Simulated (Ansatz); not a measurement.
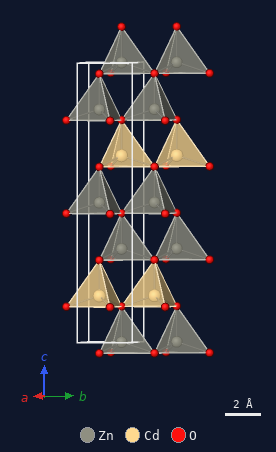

This is the input geometry for a relaxation of solid Zn2CdO3 (a generated structure, set up in P6_3mc) (coarse preliminary run). The picture is a polyhedral view of the cell of the calculation, repeated 1 × 2 × 1 with one cell outlined, seen from a free direction.

These are results of DFT PBE, scalar-relativistic, plane waves, PAW (Ansatz 0.2.0), not measurements.

Input
```yaml
crystal:
  lattice:
    - [3.38241865, 0.0, 0.0]
    - [-1.69120933, 2.92926048, 0.0]
    - [0.0, 0.0, 16.25048107]
  atoms:
    - { symbol: Zn, position: [0.33333333, 0.66666667, 0.0] }
    - { symbol: Zn, position: [0.33333333, 0.66666667, 0.33333333] }
    - { symbol: Zn, position: [0.66666667, 0.33333333, 0.5] }
    - { symbol: Zn, position: [0.66666667, 0.33333333, 0.83333333] }
    - { symbol: Cd, position: [0.33333333, 0.66666667, 0.66666667] }
    - { symbol: Cd, position: [0.66666667, 0.33333333, 0.16666667] }
    - { symbol: O, position: [0.33333333, 0.66666667, 0.12736666] }
    - { symbol: O, position: [0.33333333, 0.66666667, 0.4607] }
    - { symbol: O, position: [0.33333333, 0.66666667, 0.79403333] }
    - { symbol: O, position: [0.66666667, 0.33333333, 0.29403333] }
    - { symbol: O, position: [0.66666667, 0.33333333, 0.62736666] }
    - { symbol: O, position: [0.66666667, 0.33333333, 0.9607] }
basis:
  ecutwfc: 420
kpoints:
  mp_grid: { grid: [6, 6, 1] }
hamiltonian:
  xc: pbe
scf:
  occupations: { method: gaussian, width: 0.1 }
  lower_state_search: "off"
output:
  forces: true
  stress: true
  eigenvalues: true
relax:
  adjacent_minimum: "off"
  f_tol: 0.04
  max_steps: 70
  cell: { stress_tol: 0.4 }
```

Command:
```bash
ansatz run input.yaml --threads 1 --pin off --max-ram 2560MiB --backend cpu --events-out ev --progress --plain --runs-dir out
```

Q: What does the optimiser find from here?

A: The largest moves relative to the cell, 0.24 Å, are those of O7 and O11. O11 goes along −c. By element the largest moves are O 0.24 Å, Zn 0.11 Å, Cd 0.06 Å. Cell: a = b 3.382 → 3.376 Å (−0.2 %), c 16.250 → 16.672 Å (+2.6 %). Volume +2.2 %. Near-neighbour distances that change, for instance: Cd5–O9 2.070 → 2.232 Å, Cd5–O11 2.055 → 2.168 Å, Zn1–O7 2.070 → 1.970 Å, Zn2–O8 2.070 → 1.986 Å. Bond angles that change, for instance: Cd6–O7–Cd6 110.8° → 102.2°, O7–Cd6–O7 110.8° → 102.2°, O7–Cd6–O10 108.1° → 116.0°. The space group stays P6_3mc (No. 186). Over 4 accepted moves (5 points after the start) the energy falls by 85.4 meV per atom. The largest force component goes from 2.3 to 0.026 eV/Å. Pressure: 6.09 GPa at the start and 0.15 GPa at the end. At 1 point the geometry stayed and the basis and grid were re-selected for the new cell (energy shift of 1.4 meV per atom at most each time).

The structure at the end:

```
CELL_PARAMETERS angstrom
3.37622 0.00000 0.00000
-1.68811 2.92389 0.00000
0.00000 0.00000 16.67156
ATOMIC_POSITIONS crystal
Zn 0.33333 0.66667 0.99506
Zn 0.33333 0.66667 0.34021
Zn 0.66667 0.33333 0.49506
Zn 0.66667 0.33333 0.84021
Cd 0.33333 0.66667 0.67019
Cd 0.66667 0.33333 0.17019
O 0.33333 0.66667 0.11322
O 0.33333 0.66667 0.45935
O 0.33333 0.66667 0.80407
O 0.66667 0.33333 0.30407
O 0.66667 0.33333 0.61322
O 0.66667 0.33333 0.95935
```

After the run, drawn alike:

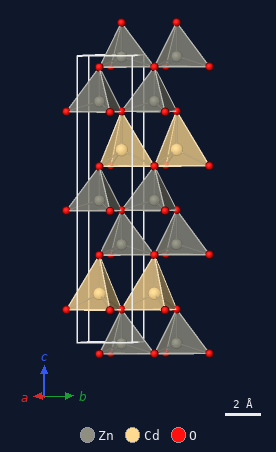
